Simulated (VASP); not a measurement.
**CuRh2S4 (Cuprorhodsite): structure and properties in VASP**

Aim: relax CuRh2S4 (Cuprorhodsite) with PBEsol, compute its properties on that cell and hold them against experiment. The steps: relaxing cell and atoms (PBEsol), second relaxation, single point with fields (PBEsol), band structure (PBEsol), density of states (PBEsol), core levels (PBEsol), field gradients at the nuclei (PBEsol), volume scan with PBEsol and fit for PBEsol. The start is a cell from a database of measured crystal structures.

Program: VASP 6.6.1. Level of theory: PBEsol, no spin polarisation; plane waves and PAW (Cu, Rh_pv, S). Results are calculated unless marked as measured.

The experiments to compare with:

For CuRh2S4, cubic spinel (sintered powder, solid-state reaction at 850 C), “Electronic Structure of Cu(1-x)NixRh2S4 and CuRh2Se4: Band Structure Calculations, X-ray Photoemission and Fluorescence Measurements” (1999, arxiv:cond-mat/9906209) gives, by X-ray diffraction: lattice constant a (cubic lattice constant, x = 0) 9.79 Å [sintered powder; temperature of diffraction measurement not stated].

**1. Starting point**

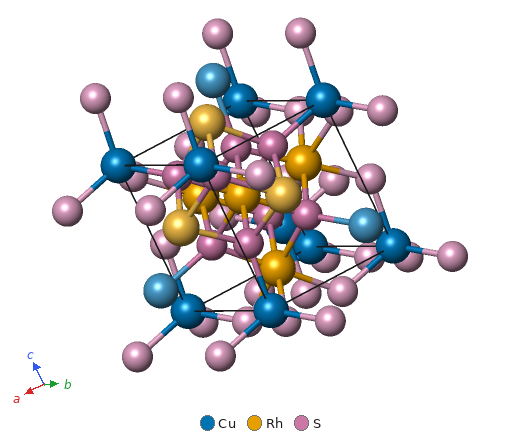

The starting structure, seen slightly off an axis (copper blue, rhodium orange, sulfur pink). Some periodic images of atoms are drawn too.

Coordinates:

```xyz
14
Lattice="0.0000 4.8955 4.8955 4.8955 0.0000 4.8955 4.8955 4.8955 0.0000" Properties=species:S:1:pos:R:3 pbc="T T T"
Cu    0.0000    0.0000    0.0000
Cu    2.4478    2.4478    2.4478
Rh    6.1194    6.1194    6.1194
Rh    6.1194    3.6716    3.6716
Rh    3.6716    3.6716    6.1194
Rh    3.6716    6.1194    3.6716
S     3.7597    3.7597    3.7597
S     8.4790    6.2075    6.2075
S     6.0313    6.0313    3.7597
S     6.2075    8.4790    6.2075
S     3.7597    6.0313    6.0313
S     8.4790    8.4790    8.4790
S     6.0313    3.7597    6.0313
S     6.2075    6.2075    8.4790
```

**2. Relaxing cell and atoms (PBEsol)**

Properties are meant for the cell that this level of theory prefers, so cell and atoms are relaxed first (ISIF = 3) until forces and stress are small; EDIFFG sets the threshold. PBEsol restores the gradient expansion of exchange and is tuned for the cells of solids.

INCAR

```
SYSTEM = CuRh2S4
PREC = Accurate
ENCUT = 400
EDIFF = 1E-06
NELM = 100
ISMEAR = 0
SIGMA = 0.05
LREAL = .FALSE.
ALGO = Normal
GGA = PS
NBANDS = 80
LASPH = .TRUE.
LORBIT = 11
LWAVE = .FALSE.
LCHARG = .FALSE.
KPAR = 8
IBRION = 2
NSW = 60
ISIF = 3
EDIFFG = -0.01
```

POSCAR

```
CuRh2S4
1.0
    0.0000000000      4.8955000000      4.8955000000
    4.8955000000      0.0000000000      4.8955000000
    4.8955000000      4.8955000000      0.0000000000
Cu Rh S
2 4 8
Direct
    0.0000000000      0.0000000000      0.0000000000
    0.2500000000      0.2500000000      0.2500000000
    0.6250000000      0.6250000000      0.6250000000
    0.1250000000      0.6250000000      0.6250000000
    0.6250000000      0.6250000000      0.1250000000
    0.6250000000      0.1250000000      0.6250000000
    0.3840000000      0.3840000000      0.3840000000
    0.4020000000      0.8660000000      0.8660000000
    0.3840000000      0.3840000000      0.8480000000
    0.8660000000      0.4020000000      0.8660000000
    0.8480000000      0.3840000000      0.3840000000
    0.8660000000      0.8660000000      0.8660000000
    0.3840000000      0.8480000000      0.3840000000
    0.8660000000      0.8660000000      0.4020000000
```

KPOINTS

```
Automatic mesh
0
Gamma
4 4 4
0 0 0
```

Potentials, in the order of the species: Cu, Rh_pv and S (PBE family, release 64).

Run with:

```
$ mpirun -np 8 vasp_std
```

What it wrote:

```text
[banner, memory and clock lines left out]
running    8 mpi-ranks, on    1 nodes
 distrk:  each k-point on    1 cores,    8 groups
 distr:  one band on    1 cores,    1 groups

 POSCAR found type information on POSCAR CuRhS
 POSCAR found :  3 types and      14 ions
|                                                                             |
|           W    W    AA    RRRRR   N    N  II  N    N   GGGG   !!!           |
|           W    W   A  A   R    R  NN   N  II  NN   N  G    G  !!!           |
|           W    W  A    A  R    R  N N  N  II  N N  N  G       !!!           |
|           W WW W  AAAAAA  RRRRR   N  N N  II  N  N N  G  GGG   !            |
|           WW  WW  A    A  R   R   N   NN  II  N   NN  G    G                |
|           W    W  A    A  R    R  N    N  II  N    N   GGGG   !!!           |
|                                                                             |
|     For optimal performance we recommend to set                             |
|       NCORE = 2 up to number-of-cores-per-socket                            |
|     NCORE specifies how many cores store one orbital (NPAR=cpu/NCORE).      |
|     This setting can greatly improve the performance of VASP for DFT.       |
|     The default, NCORE=1 might be grossly inefficient on modern             |
|     multi-core architectures or massively parallel machines. Do your        |
|     Unfortunately you need to use the default for GW and RPA                |
|     calculations (for HF NCORE is supported but not extensively tested      |
|     yet).                                                                   |
|                                                                             |

|                                                                             |
|               ----> ADVICE to this user running VASP <----                  |
|                                                                             |
|     You enforced a specific xc type in the INCAR file but a different       |
|     [... a line on the potential file left out ...]
|     I HOPE YOU KNOW WHAT YOU ARE DOING!                                     |
|                                                                             |

 LDA part: xc-table for (Slater+PW92), standard interpolation
 POSCAR, INCAR and KPOINTS ok, starting setup
 FFT: planning ... GRIDC
 FFT: planning ... GRID_SOFT
 FFT: planning ... GRID
 WAVECAR not read
 entering main loop
       N       E                     dE             d eps       ncg     rms          rms(c)
DAV:   1     0.138456742531E+04    0.13846E+04   -0.56047E+04  1456   0.147E+03
DAV:   2     0.924804207241E+02   -0.12921E+04   -0.12285E+04  1360   0.454E+02
DAV:   3    -0.777414232206E+02   -0.17022E+03   -0.15436E+03  1592   0.159E+02
DAV:   4    -0.907113294519E+02   -0.12970E+02   -0.12804E+02  1896   0.488E+01
DAV:   5    -0.910158862067E+02   -0.30456E+00   -0.30412E+00  1760   0.715E+00    0.415E+01
DAV:   6    -0.101909527814E+03   -0.10894E+02   -0.15959E+02  1744   0.213E+02    0.281E+01
DAV:   7    -0.842707567244E+02    0.17639E+02   -0.65303E+01  1776   0.105E+02    0.172E+01
DAV:   8    -0.833195145185E+02    0.95124E+00   -0.18643E+01  1992   0.664E+01    0.832E+00
DAV:   9    -0.839422840894E+02   -0.62277E+00   -0.45646E+00  1928   0.152E+01    0.780E+00
DAV:  10    -0.835008793600E+02    0.44140E+00   -0.30411E+00  1848   0.382E+01    0.299E+00
DAV:  11    -0.833885851462E+02    0.11229E+00   -0.52596E-01  1864   0.160E+01    0.118E+00
DAV:  12    -0.833908688632E+02   -0.22837E-02   -0.65844E-02  1808   0.116E+00    0.445E-01
DAV:  13    -0.833911516953E+02   -0.28283E-03   -0.66528E-03  1760   0.456E-01    0.467E-01
DAV:  14    -0.833892929403E+02    0.18588E-02   -0.15935E-03  1856   0.818E-01    0.294E-01
DAV:  15    -0.833881756531E+02    0.11173E-02   -0.31356E-03  1888   0.114E+00    0.593E-02
DAV:  16    -0.833882274852E+02   -0.51832E-04   -0.65824E-04  1640   0.923E-02    0.537E-02
DAV:  17    -0.833882298857E+02   -0.24005E-05   -0.16627E-05  1736   0.658E-02    0.457E-02
DAV:  18    -0.833882269864E+02    0.28992E-05   -0.19909E-05  1760   0.288E-02    0.233E-02
DAV:  19    -0.833882206318E+02    0.63546E-05   -0.77279E-06  1640   0.553E-02    0.127E-02
DAV:  20    -0.833882192188E+02    0.14131E-05   -0.29067E-06  1104   0.288E-02    0.643E-03
DAV:  21    -0.833882192998E+02   -0.81072E-07   -0.13160E-06   888   0.809E-03
   1 F= -.83388219E+02 E0= -.83379424E+02  d E =-.833882E+02
 curvature:   0.00 expect dE= 0.000E+00 dE for cont linesearch  0.000E+00
 trial: gam= 0.00000 g(F)=  0.124E-01 g(S)=  0.246E+00 ort = 0.000E+00 (trialstep = 0.100E+01)
 search vector abs. value=  0.259E+00
 bond charge predicted
       N       E                     dE             d eps       ncg     rms          rms(c)
DAV:   1    -0.889087633337E+02   -0.55205E+01   -0.89120E+01  1752   0.747E+01    0.203E+01
DAV:   2    -0.852529522716E+02    0.36558E+01   -0.39177E+01  1840   0.718E+01    0.944E+00
DAV:   3    -0.834617409332E+02    0.17912E+01   -0.72933E+00  1656   0.548E+01    0.414E+00
DAV:   4    -0.834380569227E+02    0.23684E-01   -0.16396E+00  1920   0.193E+01    0.240E+00
DAV:   5    -0.833511668418E+02    0.86890E-01   -0.45699E-01  1976   0.105E+01    0.151E+00
DAV:   6    -0.833461706680E+02    0.49962E-02   -0.52937E-02  1984   0.341E+00    0.795E-01
DAV:   7    -0.833459142891E+02    0.25638E-03   -0.11396E-02  1608   0.577E-01    0.238E-01
DAV:   8    -0.833454999278E+02    0.41436E-03   -0.24694E-03  1888   0.627E-01    0.925E-02
DAV:   9    -0.833454855650E+02    0.14363E-04   -0.17635E-04  1952   0.797E-02    0.858E-02
DAV:  10    -0.833454709842E+02    0.14581E-04   -0.72933E-05  2000   0.885E-02    0.298E-02
DAV:  11    -0.833454734604E+02   -0.24762E-05   -0.96926E-06  1440   0.146E-02    0.834E-03
DAV:  12    -0.833454738541E+02   -0.39375E-06   -0.33685E-07   800   0.546E-03
   2 F= -.83345474E+02 E0= -.83337488E+02  d E =0.427454E-01
[...]
3 F= -.83446658E+02 E0= -.83438217E+02  d E =-.584391E-01
[...]
4 F= -.83446652E+02 E0= -.83438215E+02  d E =-.584325E-01
[...]
5 F= -.83447798E+02 E0= -.83439434E+02  d E =-.114601E-02
 trial-energy change:   -0.001146  1 .order   -0.001159   -0.001711   -0.000606
 step:   1.4371(harm=  1.3766)  dis= 0.00272  next Energy=   -83.447982 (dE=-0.133E-02)
 bond charge predicted
       N       E                     dE             d eps       ncg     rms          rms(c)
DAV:   1    -0.834491225309E+02   -0.13257E-02   -0.44085E-02  1728   0.116E+00    0.294E-01
DAV:   2    -0.834484561564E+02    0.66637E-03   -0.11934E-02  1864   0.133E+00    0.174E-01
DAV:   3    -0.834480364616E+02    0.41969E-03   -0.24118E-03  1736   0.975E-01    0.927E-02
DAV:   4    -0.834479597167E+02    0.76745E-04   -0.26681E-04  1944   0.321E-01    0.367E-02
DAV:   5    -0.834479450104E+02    0.14706E-04   -0.74676E-05  1728   0.452E-02    0.199E-02
DAV:   6    -0.834479458945E+02   -0.88417E-06   -0.49647E-06  1488   0.324E-02
   6 F= -.83447946E+02 E0= -.83439619E+02  d E =-.129411E-02
 curvature:  -0.69 expect dE=-0.650E-04 dE for cont linesearch -0.756E-05
 trial: gam= 0.07401 g(F)=  0.143E-06 g(S)=  0.939E-04 ort =-0.147E-03 (trialstep = 0.999E+00)
 search vector abs. value=  0.831E-04
 reached required accuracy - stopping structural energy minimisation
```

Run time: 2.2 min. Hardware: 8 MPI ranks of Intel Xeon 6975P-C (Granite Rapids), shared host; peak memory 3.4 GiB.

Lines that name or quote the potential files are left out of all logs, and their timing lines are given in words.

OUTCAR, selected parts (step 2):

```text
ion  position               nearest neighbor table
   1  0.000  0.000  0.000-   8 2.27  10 2.27  12 2.27  14 2.27
   2  0.250  0.250  0.250-   7 2.27   9 2.27  11 2.27  13 2.27
   3  0.625  0.625  0.625-   8 2.36   9 2.36  10 2.36  11 2.36  13 2.36  14 2.36
   4  0.125  0.625  0.625-   7 2.36   9 2.36  10 2.36  12 2.36  13 2.36  14 2.36
   5  0.625  0.625  0.125-   7 2.36   8 2.36  10 2.36  11 2.36  12 2.36  13 2.36
   6  0.625  0.125  0.625-   7 2.36   8 2.36   9 2.36  11 2.36  12 2.36  14 2.36
   7  0.384  0.384  0.384-   2 2.27   4 2.36   5 2.36   6 2.36
   8  0.402  0.866  0.866-   1 2.27   3 2.36   5 2.36   6 2.36
   9  0.384  0.384  0.848-   2 2.27   3 2.36   4 2.36   6 2.36
  10  0.866  0.402  0.866-   1 2.27   3 2.36   4 2.36   5 2.36
  11  0.848  0.384  0.384-   2 2.27   3 2.36   5 2.36   6 2.36
  12  0.866  0.866  0.866-   1 2.27   4 2.36   5 2.36   6 2.36
  13  0.384  0.848  0.384-   2 2.27   3 2.36   4 2.36   5 2.36
  14  0.866  0.866  0.402-   1 2.27   3 2.36   4 2.36   6 2.36

  LATTYP: Found a face centered cubic cell.
 ALAT       =     9.7910000000

 Subroutine GETGRP returns: Found 48 space group operations
 (whereof 24 operations were pure point group operations)

The static configuration has the point symmetry T_d .
 The point group associated with its full space group is O_h .

 Found      8 irreducible k-points:

   k-points           NKPTS =      8   k-points in BZ     NKDIM =      8   number of bands    NBANDS=     80

   dimension x,y,z NGX =    48 NGY =   48 NGZ =   48
   dimension x,y,z NGXF=    96 NGYF=   96 NGZF=   96

   ENCUT  =  400.0 eV  29.40 Ry    5.42 a.u.  11.29 11.29 11.29*2*pi/ulx,y,z

   NELECT =     130.0000    total number of electrons

 k-points in reciprocal lattice and weights: Automatic mesh
   0.00000000  0.00000000  0.00000000       0.016
   0.25000000  0.00000000  0.00000000       0.125
   0.50000000  0.00000000  0.00000000       0.062
   0.25000000  0.25000000  0.00000000       0.094
   0.50000000  0.25000000  0.00000000       0.375
  -0.25000000  0.25000000  0.00000000       0.188
   0.50000000  0.50000000  0.00000000       0.047
  -0.25000000  0.50000000  0.25000000       0.094

 average (electrostatic) potential at core
       1 -63.8888       2 -63.8888       3 -75.3716       4 -75.3716       5 -75.3716
       6 -75.3716       7 -85.0121       8 -85.0121       9 -85.0121      10 -85.0121
      11 -85.0121      12 -85.0121      13 -85.0121      14 -85.0121

 E-fermi :   7.0422

 k-point     1 :       0.0000    0.0000    0.0000
  band No.  band energies     occupation
    ...
     62       5.9079      2.00000
     63       5.9079      2.00000
     64       6.9265      1.99894
     65       6.9265      1.99894
     66       6.9265      1.99894
     67       9.6735      0.00000
     68       9.6735      0.00000
     69       9.6735      0.00000
     70       9.8736      0.00000
     71       9.8736      0.00000
    ...

 k-point     2 :       0.2500    0.0000    0.0000
  band No.  band energies     occupation
    ...
     62       5.9549      2.00000
     63       6.0191      2.00000
     64       6.7254      2.00000
     65       6.9515      1.98968
     66       6.9515      1.98968
     67       9.1516      0.00000
     68       9.1516      0.00000
     69       9.2463      0.00000
     70       9.2970      0.00000
     71       9.5043      0.00000
    ...

 k-point     3 :       0.5000    0.0000    0.0000
  band No.  band energies     occupation
    ...
     62       6.5119      2.00000
     63       6.5119      2.00000
     64       6.6167      2.00000
     65       6.6538      2.00000
     66       6.6538      2.00000
     67       8.7011      0.00000
     68       8.8760      0.00000
     69       8.8760      0.00000
     70       8.9067      0.00000
     71       8.9067      0.00000
    ...

  Total        0.0952917      0.0952917      0.0952917      0.0000000      0.0000000     -0.0000000
  in kB        0.6668294      0.6668294      0.6668294      0.0000000      0.0000000     -0.0000000
  external PRESSURE =       0.6668294 kB  Pullay stress =       0.0000000 kB

  energy-cutoff  :      400.00
  volume of cell :      228.96
      direct lattice vectors                 reciprocal lattice vectors
    -0.000000000  4.855571046  4.855571046    -0.102974500  0.102974500  0.102974500
     4.855571046 -0.000000000  4.855571046     0.102974500 -0.102974500  0.102974500
     4.855571046  4.855571046  0.000000000     0.102974500  0.102974500 -0.102974500

 POSITION                                       TOTAL-FORCE (eV/Angst)
 -----------------------------------------------------------------------------------
      0.00000      0.00000      0.00000        -0.000000      0.000000      0.000000
      2.42779      2.42779      2.42779        -0.000000      0.000000      0.000000
      6.06946      6.06946      6.06946        -0.000000      0.000000      0.000000
      6.06946      3.64168      3.64168        -0.000000      0.000000      0.000000
      3.64168      3.64168      6.06946        -0.000000      0.000000      0.000000
      3.64168      6.06946      3.64168        -0.000000      0.000000      0.000000
      3.72852      3.72852      3.72852         0.000351      0.000351      0.000351
      8.41040      6.15631      6.15631        -0.000351      0.000351      0.000351
      5.98262      5.98262      3.72852        -0.000351     -0.000351      0.000351
      6.15631      8.41040      6.15631         0.000351     -0.000351      0.000351
      3.72852      5.98262      5.98262         0.000351     -0.000351     -0.000351
      8.41040      8.41040      8.41040        -0.000351     -0.000351     -0.000351
      5.98262      3.72852      5.98262        -0.000351      0.000351     -0.000351
      6.15631      6.15631      8.41040         0.000351      0.000351     -0.000351
 -----------------------------------------------------------------------------------
    total drift:                                0.000000      0.000000      0.000000

  FREE ENERGIE OF THE ION-ELECTRON SYSTEM (eV)
  ---------------------------------------------------
  free  energy   TOTEN  =       -83.4479458945 eV

  energy  without entropy=      -83.4312930264  energy(sigma->0) =      -83.43961946

 reached required accuracy - stopping structural energy minimisation

 total charge
# of ion       s       p       d       tot
------------------------------------------
    1        0.419   0.446   9.168  10.033
    2        0.419   0.446   9.168  10.033
    3        0.389   6.353   7.175  13.917
    4        0.389   6.353   7.175  13.917
    5        0.389   6.353   7.175  13.917
    6        0.389   6.353   7.175  13.917
    7        1.328   2.319   0.000   3.646
    8        1.328   2.319   0.000   3.646
    9        1.328   2.319   0.000   3.646
   10        1.328   2.319   0.000   3.646
   11        1.328   2.319   0.000   3.646
   12        1.328   2.319   0.000   3.646
   13        1.328   2.319   0.000   3.646
   14        1.328   2.319   0.000   3.646
--------------------------------------------------
tot         13.014  44.854  47.035 104.902

[... 3 further parts left out ...]
```

This run has no spin polarisation, although Cu and Rh can carry a moment. The k-mesh is coarse for a metal. The PAW data sets were made with PBE, which is usual practice but a small mismatch for other functionals. The run keeps the 48 symmetry operations of its start, so it cannot find a distortion of lower symmetry.

Relaxation path:

| step | energy less that of the first step (eV) | largest force (eV/Å) | pressure (GPa) | volume (Å³) |
| --- | --- | --- | --- | --- |
| 1 | 0.0000 | 0.1794 | -3.33 | 234.65 |
| 2 | 0.0427 | 0.4211 | 4.72 | 223.01 |
| 3 | -0.0584 | 0.0662 | -0.08 | 229.51 |
| 4 | -0.0584 | 0.0715 | -0.03 | 229.41 |
| 5 | -0.0596 | 0.0271 | 0.02 | 229.13 |
| 6 | -0.0597 | 0.0006 | 0.07 | 228.96 |

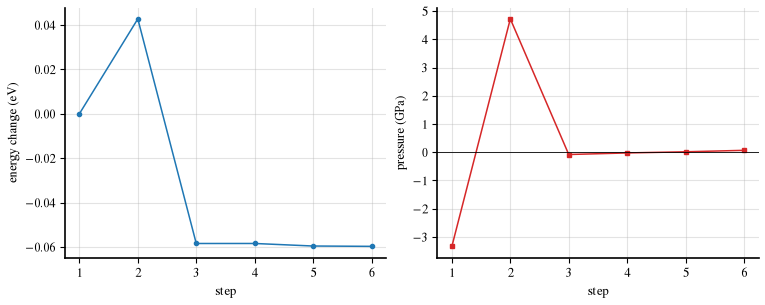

Energy and pressure along the relaxation.

| conventional cell, symmetrised | before | after | change |
| --- | --- | --- | --- |
| a (Å) | 9.791 | 9.711 | -0.8 % |
| b (Å) | 9.791 | 9.711 | -0.8 % |
| c (Å) | 9.791 | 9.711 | -0.8 % |
| volume (Å³/atom) | 16.76 | 16.35 | -2.4 % |

The relaxed structure:

```xyz
14
Lattice="0.0000 4.8556 4.8556 4.8556 0.0000 4.8556 4.8556 4.8556 0.0000" Properties=species:S:1:pos:R:3 pbc="T T T"
Cu    0.0000    0.0000    0.0000
Cu    2.4278    2.4278    2.4278
Rh    6.0695    6.0695    6.0695
Rh    6.0695    3.6417    3.6417
Rh    3.6417    3.6417    6.0695
Rh    3.6417    6.0695    3.6417
S     3.7285    3.7285    3.7285
S     8.4104    6.1563    6.1563
S     5.9826    5.9826    3.7285
S     6.1563    8.4104    6.1563
S     3.7285    5.9826    5.9826
S     8.4104    8.4104    8.4104
S     5.9826    3.7285    5.9826
S     6.1563    6.1563    8.4104
```

This step gave:

```
electrons                       : 130
bands                           : 80
irreducible k-points            : 8
symmetry operations             : 48
free energy (TOTEN)             : -83.4479 eV
energy at zero smearing         : -83.4396 eV
Fermi energy                    : 7.042 eV
pressure                        : 0.06668 GPa
metallic                        : yes
SCF cycles over all ionic steps : 64
```

It ends with a largest force of 0.001 eV/Å and a pressure of 0.07 GPa. The volume lies -2.4 % from that of the database's start, which holds the thermal and zero-point expansion of its experiment.

(Part 1 of 6 ends here.)

[Lines on the potential files, build, host, timing and source positions are cut from VASP's logs without a mark.]

[Logs are printed without paths, hosts, clocks, repeated set-up lines and the standing remarks that a program may print on its own settings, such as how far it seeks lower states.]

[Hosts, paths, dates, database ids (printed as entryN), source tags and the programs' standing remarks are cut or masked in the printed files.]

[A measured line is paired with the nearest computed mode of its activity, which favours agreement.]

[In band tables of VASP the shares of atoms and orbitals are scaled to a sum of 1 inside the atoms' spheres.]
